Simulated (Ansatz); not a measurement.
# CaCr2Ni2: relaxing a made-up structure, part 2 of 2

Starting from a made-up structure for CaCr2Ni2, the aim is the relaxed cell, its shortest contacts and, where a second run follows, its electronic structure.

Ansatz 0.2.0; DFT, PBE, plane-wave PAW, files of the set soft_1, scalar-relativistic, ferromagnetic start, cell and ions relaxed at zero pressure; PAW set soft_1 (the session's first sound run).

So far: The starting structure; Relaxing cell and atoms. The relaxed cell has a = 3.969, c = 10.379 Å (conventional setting).

In doubt: warnings of the run leave room for a lower electronic state, so energies may not be the lowest and differences between runs may mislead.

### Step 3. Bands of the relaxed cell

With the geometry fixed, one more self-consistent run, with a narrower smearing and the mesh shown in its input, gives the bands, and its pressure, and its forces where symmetry allows any, show how far the geometry depends on these settings.

This step: DFT, PBE, plane-wave PAW, files of the set soft_1, scalar-relativistic, ferromagnetic start, bands and density of states at the relaxed cell; PAW set soft_1 (Ansatz 0.2.0).

input.yaml reads:

```yaml
crystal:
  lattice:
    - [-1.9846503433, 1.9846503433, 5.1895434346]
    - [1.9846503433, -1.9846503433, 5.1895434346]
    - [1.9846503433, 1.9846503433, -5.1895434346]
  atoms:
    - { symbol: Ni, position: [0.6161740926, 0.6161740926, 0.0], spin: 0.3 }
    - { symbol: Ni, position: [0.3838259074, 0.3838259074, 0.0], spin: 0.3 }
    - { symbol: Cr, position: [0.75, 0.25, 0.5], spin: 2.2 }
    - { symbol: Cr, position: [0.25, 0.75, 0.5], spin: 2.2 }
    - { symbol: Ca, position: [0.0, 0.0, 0.0] }
magnetization:
  spin_polarized: true
kpoints:
  mp_grid: { grid: [12, 12, 12] }
  band_path:
    path:
      - [[0.0, 0.0, 0.0], [-0.5, 0.5, 0.0], [-0.5, 0.5, -0.07312733], [-0.28656366, 0.28656366, -0.28656366], [0.0, 0.0, 0.0], [0.5, 0.5, -0.5], [0.28656366, 0.71343634, -0.71343634], [0.0, 0.5, -0.5], [-0.25, 0.75, -0.25], [0.07312733, 0.92687267, -0.5], [0.5, 0.5, -0.5]]
      - [[-0.5, 0.5, 0.0], [-0.25, 0.75, -0.25]]
    npoints: 7
scf:
  occupations: { method: fermi_dirac, width: 0.03 }
  n_extra_bands: 12
hamiltonian:
  xc: pbe
  pseudopotentials: { kind: paw, azcp: { folder: soft_1 } }
output:
  forces: true
  stress: true
  write_bands: true
  dos: { projected: true }
  write_density: true
  write_potential: true
  elf: true
  volumetric_format: npy
```

Started as:

```console
$ ansatz run input.yaml --threads 4 --pin off --max-ram 8192MiB --backend cpu --events-out ev --progress --plain --runs-dir out
```

Numbers of over 12 decimals in the logs are rounded to 6 here.

Output:

```text
[...]
Crystal: 5 atoms, lattice volume = 81.763 Å³
Basis set: ecut = 420 eV, 1597 PW (Γ), exchange–correlation on 80×80×80 points (8 copies of the dense FFT grid, shifted against one another)
Bands: 49, of which v1, the nominal top of the filled ones, is band 37 counted from 1 (36 counted from 0)
Symmetry: 16 space group operations
[...]
k-points: 163 of 1728
[...]
Starting moments: Σ|m| = 5 μB on 4 of 5 sites
[...]
SCF iter   1: F=—  HF=-20252.866770 eV  |F-HF|=—  |Δ(HF+E_count)|=         —  Δρ=1.45e-1 (↑1.45e-1 ↓6.74e-2)  dr2=3.67e1  dr2_m=2.03e0  M=2.639 μB ∫|m|=2.751 μB  β_m=0.30  ethr=3.10e-3  ⟨swp⟩=7.4  Hψ=66376  notcnv=0  defer=3
[...]
SCF iter  15: F=-20250.231667 eV  HF=-20250.231667 eV  |F-HF|=3.85e-8  |Δ(HF+E_count)|=   1.50e-9  Δρ=4.09e-6 (↑2.98e-6 ↓4.09e-6)  dr2=4.18e-8  dr2_m=3.81e-10  M=5.962 μB ∫|m|=6.079 μB  ethr=5.13e-11  ⟨swp⟩=11.4  Hψ=95135  notcnv=0
SCF 1 converged in 15 iterations: F = -20250.231667 eV  dr2 = 4.18e-8
[...]
NSCF: frozen V_eff on 79 k-points
SCF converged after 15 iterations
Magnetization: 5.9622 μB (39.9811 up, 34.0189 down)
Absolute magnetization: 6.0829 μB (∫|ρ↑−ρ↓|, with the PAW one-centre terms)
[...]
Per-site moments (μB) at R_I (Å): [(0.347808, 0.994769), (0.347808, 0.994769), (2.266874, 0.999249), (2.266874, 0.999249), (0.029288, 1.260090)]
Free energy (F): -20250.231667 eV
[...]
Internal energy: -20250.210961 eV  (E = F + TS)
E sigma→0 (E₀):  -20250.221314 eV
Entropy (-TS):   -0.020706 eV (-4.141 meV/atom)
Fermi energy:    12.634207 eV
[...]
--- Forces (eV/Å), atoms counted from 1 ---
  atom   1  Ni     0.00000000     0.00000000    -0.02150011
  atom   2  Ni     0.00000000     0.00000000     0.02150011
  atom   3  Cr     0.00000000    -0.00000000     0.00000000
  atom   4  Cr     0.00000000     0.00000000     0.00000000
  atom   5  Ca    -0.00000000     0.00000000     0.00000000
  max |Σ_I F_I| component: 6.94e-18 eV/Å
--- Stress (GPa, compression-positive) ---
        0.053672       0.000000       0.000000
        0.000000       0.053672       0.000000
        0.000000       0.000000       0.208041
  P = ⅓ Tr σ = 0.1051 GPa (1.051 kbar)
--- Band table (eV; the first three rows and the last of 326) ---
  k-point 0 ↑: bands = [... 33 lower, 11.2363, 11.2363, 11.4360, 12.4132, 12.4132, 12.6838, 13.0095, 13.2961, ... 8 higher]
  k-point 1 ↑: bands = [... 33 lower, 11.1342, 11.2175, 11.4751, 12.3221, 12.3527, 12.6917, 12.9884, 13.0796, ... 8 higher]
  k-point 2 ↑: bands = [... 33 lower, 10.9349, 11.2226, 11.5621, 12.0996, 12.2510, 12.5025, 12.8438, 12.9065, ... 8 higher]
  k-point 162 ↓: bands = [... 33 lower, 12.9844, 12.9844, 13.1174, 13.9991, 14.2829, 14.4254, 14.4254, 14.8974, ... 8 higher]
```

Run time: 26 s. Hardware: 4 threads of AMD EPYC 9R14 (Zen 4), shared host; peak memory 1.2 GiB; 97 s of CPU time.

Reading the cycles: dr2 is the Hartree energy of the density residual (eV), the measure of convergence; HF is the Harris–Foulkes estimate of the energy, which meets the free energy F at convergence.

Numbers from this step:

```
free energy             : -20250.2317 eV
energy at zero smearing : -20250.2213 eV
smearing term TS        : 0.02071 eV
Fermi energy            : 12.63 eV
magnetization           : 5.962 μB
absolute magnetization  : 6.083 μB
site moments            : 0.3478, 0.3478, 2.267, 2.267, 0.02929 μB
pressure                : 0.1051 GPa
```

From bands.tsv, the bands that come nearest the Fermi level along the path, at its corners, in eV from the Fermi level:

```
point  band_36_up  band_37_up  band_38_up  band_39_up  band_40_up  band_41_up  band_33_dn  band_34_dn
    Γ       -0.22       -0.22        0.05        0.38        0.66        0.80        0.03        0.03
    X       -0.45       -0.42        0.06        0.12        0.30        0.33       -0.46        0.44
    Y       -0.66       -0.27       -0.11       -0.04        0.03        0.19       -0.28        0.30
    S       -0.81       -0.54       -0.39       -0.39       -0.22        0.01       -0.26        0.18
    Γ       -0.22       -0.22        0.05        0.38        0.66        0.80        0.03        0.03
    Z       -0.33       -0.33       -0.18        0.00        0.47        0.66        0.35        0.35
   S1       -0.81       -0.54       -0.39       -0.39       -0.22        0.01       -0.26        0.18
    N       -0.74       -0.62       -0.50       -0.28       -0.23        0.08       -0.77        0.34
    P       -0.25       -0.23       -0.02       -0.02        0.31        0.32       -1.01        0.69
   Y1       -0.66       -0.27       -0.11       -0.04        0.03        0.19       -0.28        0.30
    Z       -0.33       -0.33       -0.18        0.00        0.47        0.66        0.35        0.35
    X       -0.45       -0.42        0.06        0.12        0.30        0.33       -0.46        0.44
    P       -0.25       -0.23       -0.02       -0.02        0.31        0.32       -1.01        0.69
```

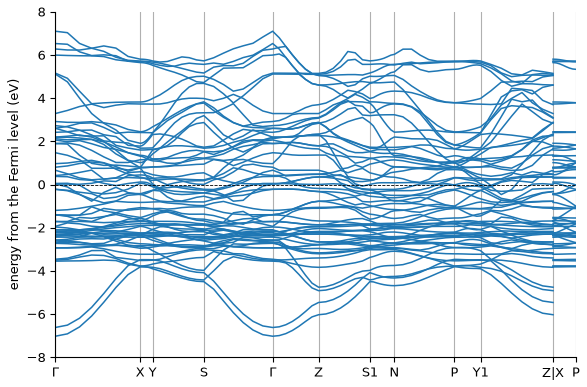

Bands along the path. 40 bands lie wholly below the window drawn.

Site moment by atom:

```
atom  site moment (μB)
 Ni1              0.35
 Ni2              0.35
 Cr3              2.27
 Cr4              2.27
 Ca5              0.03
```

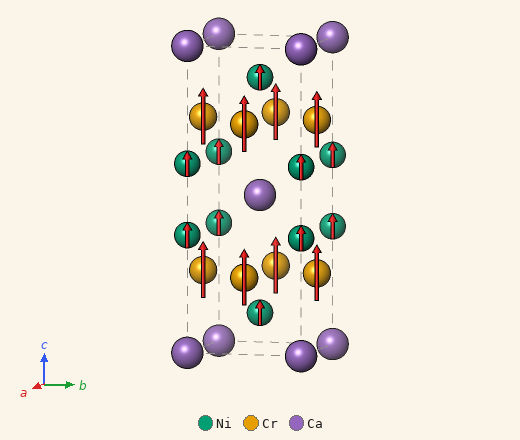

Site moment as arrows, the longest 2.27 μB. Up and down stand for the sign. Arrows give size and sign along the axis of quantisation, drawn up and down the page. Each arrow also spans its atom, so small moments look longer than they are. Some periodic images of atoms are drawn too.

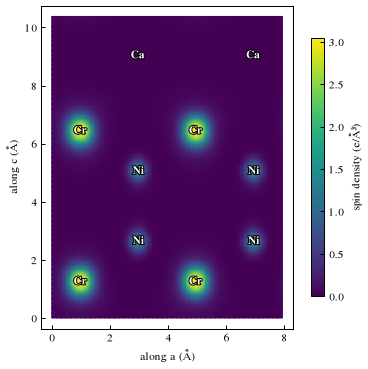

Spin density in the ac plane of the conventional cell at fractional y = 0.000, with atoms of Ni and Cr and Ca within 0.2 Å of it. The map starts off the cell's origin, so that atoms lie inside it.

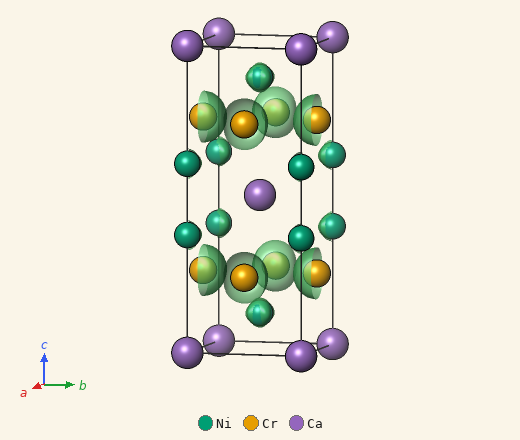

Surface of spin density = 0.23 e/Å³, which holds about 70 % of the integral of its size.

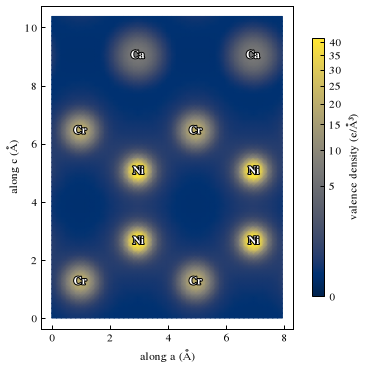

Valence density in the ac plane of the conventional cell at fractional y = 0.000, with atoms of Ni and Cr and Ca within 0.2 Å of it. It is the smooth field of the valence electrons, not physical close to the nuclei. The map starts off the cell's origin, so that atoms lie inside it. The colour scale is stretched toward low values.

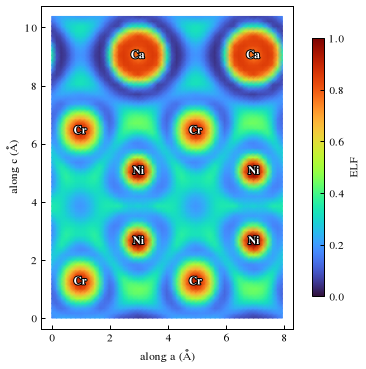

ELF in the ac plane of the conventional cell at fractional y = 0.000, with atoms of Ni and Cr and Ca within 0.2 Å of it. It is the smooth field of the valence electrons, not physical close to the nuclei. The map starts off the cell's origin, so that atoms lie inside it.

### Step 4. Summary of results

```
space group, relaxed : I4/mmm
conventional cell    : a = 3.969, b = 3.969, c = 10.379 Å; α = 90.0°, β = 90.0°, γ = 90.0°
volume per atom      : 16.35 Å³ (guess 14.84)
total moment         : 5.90 μB in the cell of 5 atoms
```

What this shows: CaCr2Ni2 relaxes to I4/mmm with a = 3.969, b = 3.969 and c = 10.379 Å. The guessed volume was 9 % too small. The space group I4/mmm was held in the relaxation, so the end point is a stationary structure within it and may be a saddle against distortions or other arrangements. The input starts from parallel moments, and no other start was typed. The electronic state may lie above the lowest one. Bands cross the Fermi level, so it is a metal or semimetal at this level. On the 12×12×12 mesh with the narrower smearing (relaxed on 10×10×10) the largest force component is 0.022 eV/Å and the largest stress component is 0.208 GPa, against the relaxation's thresholds of 0.015 eV/Å and 0.05 GPa. The cutoff wasn't tested. No dispersion term is used, so weakly bound directions may come out too long. The program estimates, without running it, that another magnetic order lies lower than the one relaxed here. Nothing here tests whether the compound is stable against decomposition.

[Logs are printed without paths, hosts, clocks, repeated set-up lines and the standing remarks that a program may print on its own settings, such as how far it seeks lower states.]

[Hosts, paths, dates, database ids (printed as entryN), source tags and the programs' standing remarks are cut or masked in the printed files.]
